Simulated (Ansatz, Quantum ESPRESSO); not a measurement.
# Predicting the next point of a tunnelling series: vacuum gaps between two Na(110) faces

Method. Quantum ESPRESSO 7.5 (pw.x, pwcond.x), PBE, GBRV ultrasoft; geometry as built. T is the transmission per spin at the Fermi level, averaged over the mesh across the current, in a cell of 12.47 Å². The series steps the width of the vacuum gap.

| width (Å) | T |
| --- | --- |
| 4 | 0.631 |
| 5 | 0.334 |
| 6 | 0.135 |

**Question.** What is T at 7 Å?

**Fit.** These rows are near contact, where ln T need not fall linearly; take a line all the same. The last two rows give a slope of ln(0.334/0.135)/(6 − 5) = 0.906 per Å, so T(7) ≈ 0.135 × exp(−0.906 × 1) = 0.0546.

What the calculation gave: T = 0.0381; the estimate is 1.43 times that. The slope over the last interval is 1.265: steeper than before. Points of the mesh with over 2.5 times the mean carry 59 % of this T, so the value leans on the mesh. A second code, Ansatz 0.2.0, gives 0.0371.

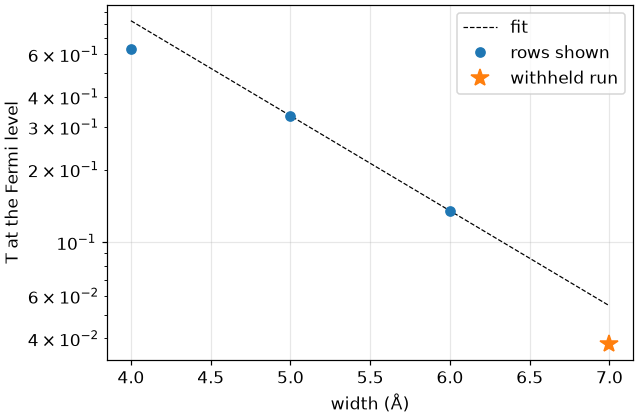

The rows shown, the fit and the withheld run.

Caveats: Short leads, unrelaxed atoms, a barrier without the image potential and an untested mesh.
